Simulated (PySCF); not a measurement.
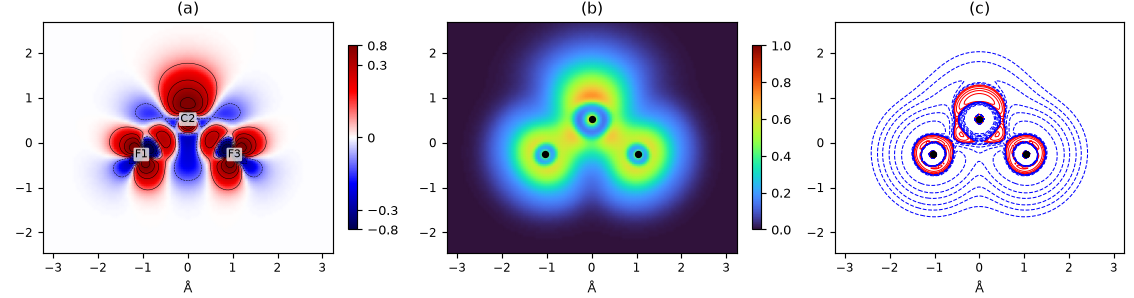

Figure 1: CF₂, SMILES `F[C]F`. Three fields in the molecular plane. (a): red positive, blue negative. (c): solid red lines positive, dashed blue lines negative.

Computed with PySCF, r2SCAN/6-311G**, geometry: GFN2-xTB. No frequency check shows the geometry to be a minimum.

The calculation's input:

```python
import numpy as np
from pyscf import gto, scf, dft
from pyscf.scf import atom_ks, atom_hf
from scipy.linalg import block_diag

def solve(mol, dm0=None, hcore=None):
    mf = (dft.UKS if mol.spin else dft.RKS)(mol, xc='r2scan')
    mf.grids.level = 3
    mf = mf.density_fit(auxbasis='def2-universal-jkfit')
    mf.conv_tol, mf.max_cycle = 1e-8, 80
    if hcore is not None:
        mf.get_hcore = lambda *args: hcore
    mf.kernel(dm0)
    if not mf.converged:
        mf = mf.newton().run(mf.mo_coeff, mf.mo_occ, max_cycle=30)
    assert mf.converged, 'SCF not converged'
    return mf

mol = gto.M(atom='''
F      1.03645     0.19687     0.00000
C      0.00002    -0.59059     0.00000
F     -1.03646     0.19686     0.00000
''', basis='6-311g**', charge=0, spin=0, verbose=4)
mf = solve(mol)
mf.analyze()
# spherically averaged free atoms, for the promolecule
atm = atom_ks.get_atm_nrks(mol, xc='r2scan')
pro = block_diag(*[(atm[a[0]][2] * atm[a[0]][3]) @ atm[a[0]][2].T for a in mol._atom])
np.savez('result.npz', e=mf.e_tot, c=mf.mo_coeff, occ=mf.mo_occ, eps=mf.mo_energy, pro=pro, dip=mf.dip_moment(verbose=0), s2=mf.spin_square()[0])
```

Command:

```sh
OMP_NUM_THREADS=1 python input.py
```

The run took 5.1 s on 1 thread of Intel(R) Xeon(R) Platinum 8488C (Sapphire Rapids) (shared host), peak memory 0.23 GiB.

Partitions, critical points and surface values were worked out afterwards from this run's density.

Question: The panels show, in some order, the localised orbital locator (LOL), deformation density and negative Laplacian of the density (−∇²ρ). Which is which?

Answer: (a) is the deformation density: it has both signs, with gains where valence electrons gather and losses around them. (b) is the localised orbital locator (LOL): it runs from 0 to 1, peaks where electrons are localised, as in bonds, and fades smoothly outside. (c) is the negative Laplacian of the density (−∇²ρ): shells alternate in sign around each nucleus and valence concentrations outline the bonding and non-bonding pairs.
